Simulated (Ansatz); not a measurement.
```sh
ansatz run in.yaml --threads 2 --pin off --events-out ev --progress --plain --max-ram 5222MiB
```

```yaml
crystal:
  periodic: [false, false, false]
  atoms:
    - {symbol: Cu, position_ang: [0.046023, 0.039413, -1.327656]}
    - {symbol: O, position_ang: [0.291851, 0.249565, 0.516194]}
    - {symbol: H, position_ang: [-0.344056, -0.294272, 0.989875]}
basis:
  gaussian: {orbitals: "def2-TZVPPD.json"}
hamiltonian: {xc: pbe0, dispersion: d4}
output: {orbitals: {seedname: orbitals}}
```

Geometry: a pair of rigid molecules at a changed separation.

Describe the molecule in this file.

The molecule is CuHO. Coordination: 1 O bent.

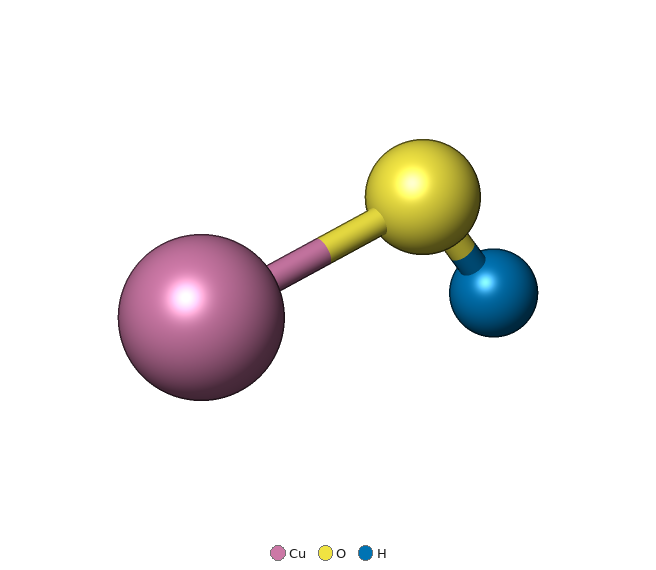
